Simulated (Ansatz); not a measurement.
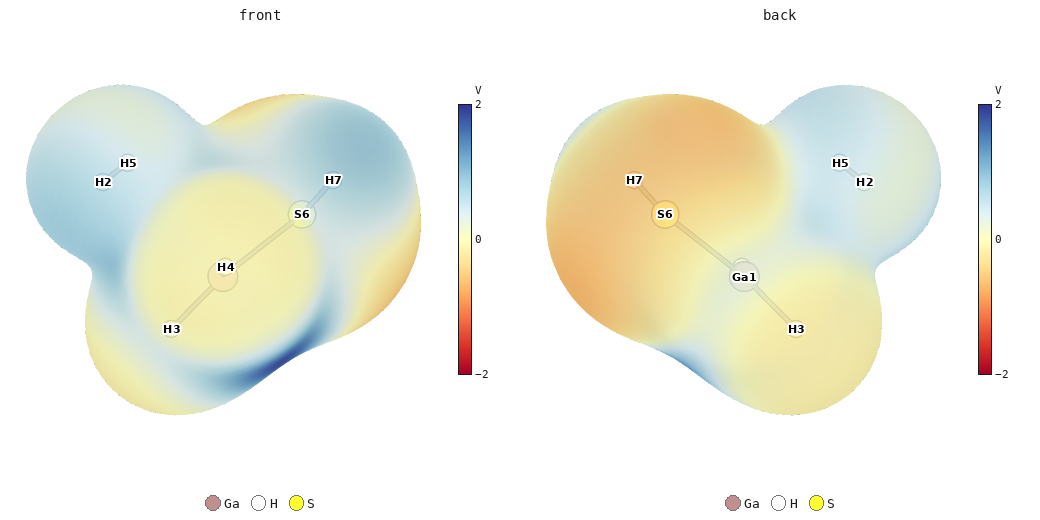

Figure. GaH3S···H2. The electrostatic potential painted on the density surface at 0.001 e/bohr³, seen from the front and from behind; the colour scale runs from red (negative) to blue (positive).

The product side of a reaction path; geometry: PBE0-D4/def2-TZVP.

All numbers below come from RKS PBE0-D4/def2-TZVPP (Ansatz).

Input file:

```
crystal:
  periodic: [false, false, false]
  atoms:
    - {symbol: Ga, position_ang: [-0.718746, -0.397844, 0.299563]}
    - {symbol: H, position_ang: [0.494822, 0.266679, -2.122884]}
    - {symbol: H, position_ang: [-0.929325, -1.817279, -0.309386]}
    - {symbol: H, position_ang: [-1.585423, 0.870045, 0.024630]}
    - {symbol: H, position_ang: [1.075498, 0.241777, -1.649755]}
    - {symbol: S, position_ang: [0.931141, -0.233376, 1.751642]}
    - {symbol: H, position_ang: [0.732133, 1.069998, 2.006090]}
basis:
  gaussian: {orbitals: def2-TZVPP}
hamiltonian: {xc: pbe0, dispersion: d4}
output: {orbitals: {seedname: orbitals}}
```

Launched as:

```sh
ansatz run in.yaml --threads 2 --pin off --events-out ev --progress --plain --max-ram 4352MiB
```

> Describe the electrostatic potential map.

The most negative region (about −0.7 V) lies over S6, the most positive (about +1.7 V) over Ga1.
